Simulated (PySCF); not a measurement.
**CH₅N₂OSi, doublet, SMILES `N[SiH]C(N)=O`: what the electrons do**

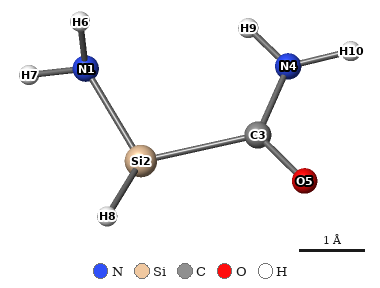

The molecule, with its atoms numbered as below. No frequency check shows the geometry to be a minimum.

Geometry (Å), atoms numbered from 1:

```
N1      -1.9291    0.6064    0.1707
Si2     -0.8222   -0.6695   -0.2116
C3       0.9375   -0.0483    0.0101
N4       1.1415    1.2868   -0.1220
O5       1.8575   -0.8300    0.1977
H6      -2.0004    0.9131    1.1336
H7      -2.8560    0.5621   -0.2237
H8      -1.0458   -1.9993    0.3432
H9       0.3680    1.9155   -0.2385
H10      2.0738    1.6592   -0.0360
```

Part 1: Bonding charge

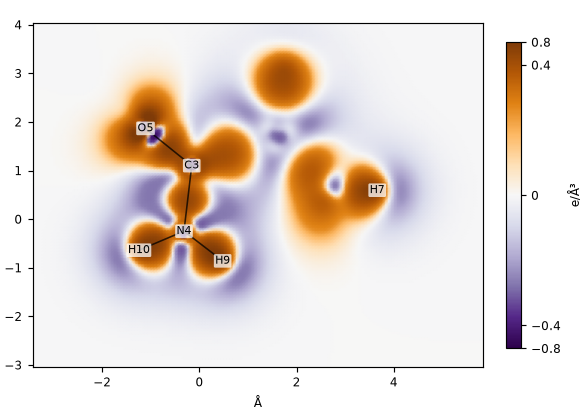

Deformation density (molecule less spherical, spin-averaged free atoms) in the plane of C3, N4, O5, H7, H9 and H10; colour scale in e/Å³, logarithmic beyond ±0.1; orange: gain, purple: loss.

Computed with PySCF, PBE/6-311+G**, geometry: GFN2-xTB. The stability of the open-shell solution wasn't checked. GFN2-xTB doesn't know the spin state, so this open-shell geometry is rough.

Describe the bonding that the map shows.

Answer. N4–H9: +0.80 e/Å³ at the bond critical point (bond length 1.00 Å). N4–H10: +0.78 e/Å³ at the bond critical point (bond length 1.01 Å). C3–O5: +0.54 e/Å³ at the bond critical point (bond length 1.22 Å). C3–N4: +0.36 e/Å³ at the bond critical point (bond length 1.36 Å). In all, 2.2 electrons gather in the regions of gain relative to the promolecule.

Where do the Hirshfeld charges lie?

Answer. The highest Hirshfeld charge is on Si2 (+0.28 e), the lowest on N1 (−0.29 e).

| atom | charge (e) |
| --- | --- |
| N1 | −0.29 |
| Si2 | +0.28 |
| C3 | +0.04 |
| N4 | −0.15 |
| O5 | −0.28 |
| H6 | +0.11 |
| H7 | +0.11 |
| H8 | −0.07 |
| H9 | +0.12 |
| H10 | +0.13 |

Part 2: Electrostatic potential

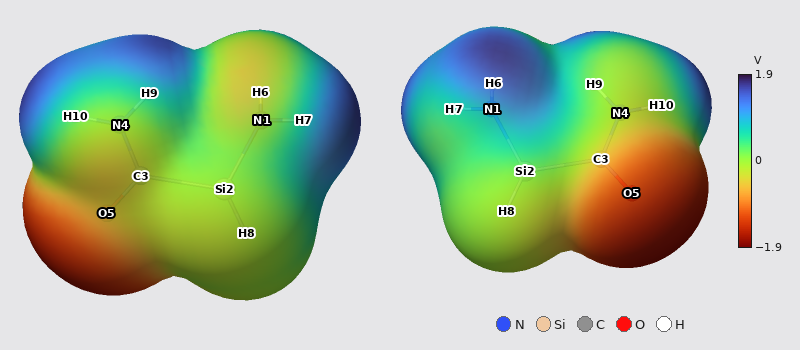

Electrostatic potential on the surface of electron density 0.001 a.u. (back view left, front view right).

Where are the extremes of the potential on the surface?

Answer. Highest: 1.66 V, 1.3 Å from H6. Further maxima include 0.01 V, 1.9 Å from H8. Lowest: −1.81 V, 1.8 Å from O5. Further minima include −0.40 V, off the N1–H7 bond (2.0 Å from its atoms); −0.22 V, 2.4 Å from Si2. The surface is sampled at points, so like sites can differ by a few per cent and only the strongest of them is named.

Part 3: Spin density

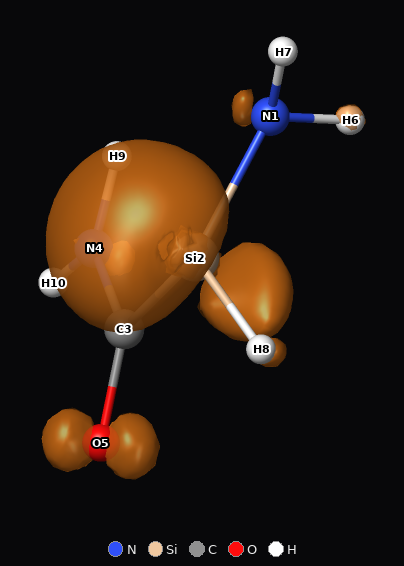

Spin density ρα − ρβ at ±0.05 e/Å³ (orange: excess α, blue: excess β).

How is the spin shared among the atoms?

Answer. Hirshfeld spin populations: Si2 +0.74, H8 +0.06, O5 +0.05, C3 +0.05 and N1 +0.05. ⟨S²⟩ = 0.75, as for a pure state.

Part 4: In an electric field

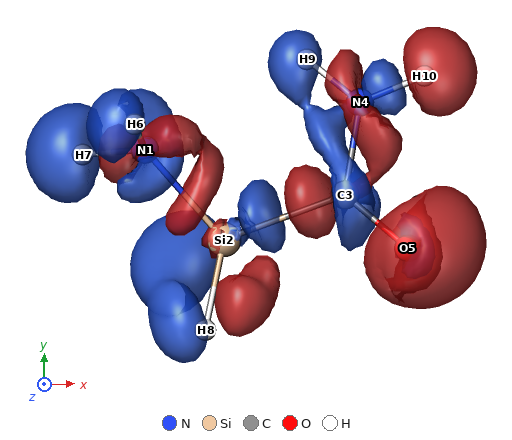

Change of the electron density in a uniform field of 0.10 V/Å, surfaces at ±0.001 e/Å³ (blue: gain, red: loss).

Level of theory: TPSSh/def2-SVP (PySCF), at a geometry from GFN2-xTB. A basis without diffuse functions makes polarisabilities too small. The stability of the open-shell solution wasn't checked. GFN2-xTB doesn't know the spin state, so this open-shell geometry is rough.

The field was applied in both directions; the picture shows the one opposite to the script's first.

Along which Cartesian direction does the field point?

Answer. Along +x: electrons gather on the −x side, against the field.

How large is the response?

Answer. The induced dipole is 0.32 D (along the field); α along this axis, from the fields in both directions, is 63 bohr³ (9.3 Å³).

Part 5: Removing or adding an electron

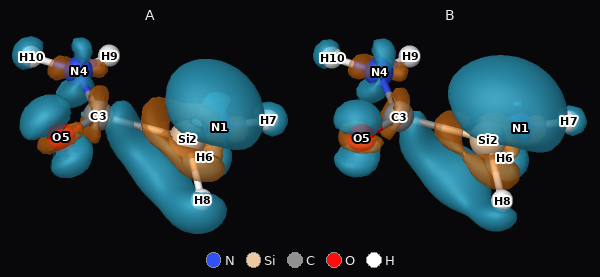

The two Fukui functions at ±0.03 e/Å³ (light blue positive, orange negative).

Level of theory: M06-2X/def2-SVP (PySCF), at a geometry from GFN2-xTB. GFN2-xTB doesn't know the spin state, so this open-shell geometry is rough.

Why do the two look alike?

Answer. The electron leaves from or enters the same singly occupied orbital. A is f⁻, B is f⁺. f⁻ (Hirshfeld-condensed) is largest on Si2 (0.48); the vertical ionisation energy is 7.91 eV (to the singlet cation, which needn't be its lowest state). f⁺ (Hirshfeld-condensed) is largest on Si2 (0.53); the vertical electron affinity is 0.26 eV (to the singlet anion, which needn't be its lowest state; the anion's highest orbital has positive energy, so this value and f⁺ depend on the basis).

The PySCF runs shown took 38 s, 110 s and 87 s on 1 thread of Arm Neoverse V2 (shared host).
